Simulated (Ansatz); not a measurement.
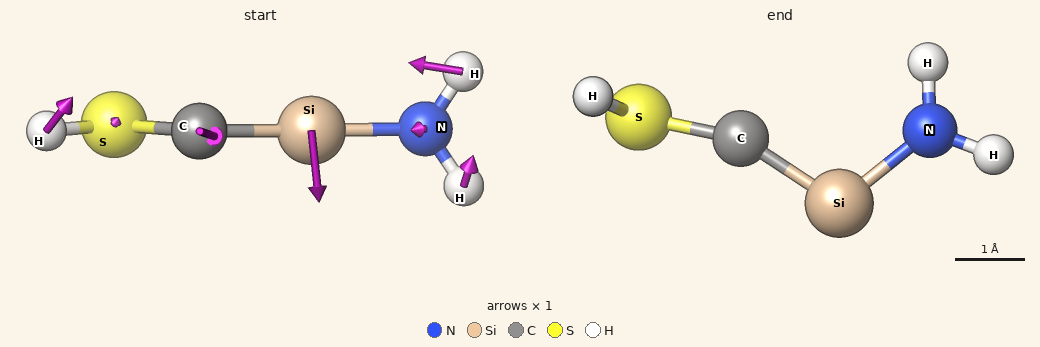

The structure of CH3NSSi before (left) and after (right) a relaxation, at one scale. The purple arrows give the displacements, at their true length.

A ball-and-stick model, seen face on.

Theory: Ansatz, RKS PBE0-D4/def2-TZVP.

The input:
```yaml
crystal:
  periodic: [false, false, false]
  atoms:
    - {symbol: N, position_ang: [-1.242550, 1.433590, 0.655590]}
    - {symbol: Si, position_ang: [-0.125570, 0.331060, 0.012980]}
    - {symbol: C, position_ang: [1.114170, -0.608430, -0.729070]}
    - {symbol: S, position_ang: [1.140510, -2.371350, -0.352400]}
    - {symbol: H, position_ang: [-1.027450, 2.022610, 1.449210]}
    - {symbol: H, position_ang: [-2.034620, 1.775090, 0.126780]}
    - {symbol: H, position_ang: [2.175510, -2.582580, -1.163100]}
basis:
  gaussian: {orbitals: def2-TZVP}
hamiltonian: {xc: pbe0, dispersion: d4}
relax: {f_tol: 0.005, max_steps: 200}
```

Launched with:
```bash
ansatz run in.yaml --threads 2 --pin off --events-out ev --progress --plain --max-ram 4352MiB
```

What changed between the two?

The largest move after the best rigid fit is that of Si2, 1.08 Å. Largest moves by element: Si 1.08 Å, C 0.83 Å, H 0.82 Å, N 0.28 Å, S 0.16 Å. Near-neighbour distances that change, for instance: C3–S4 1.803 → 1.593 Å, S4–H7 1.332 → 1.378 Å, Si2–C3 1.723 → 1.741 Å, N1–Si2 1.696 → 1.710 Å. Among the angles between lasting bonds that change: N1–Si2–C3 172.4° → 107.8°, Si2–C3–S4 117.0° → 156.5°, C3–S4–H7 92.3° → 105.5°. Groups turn about C3–S4 by about 55°. Over 18 accepted moves (21 points after the start) the energy falls by 160.8 kJ/mol. Largest force component: 1.3 eV/Å at the start, 0.0019 eV/Å at the end. The line search rejected the trial steps at points 15, 18, 20 of the run.
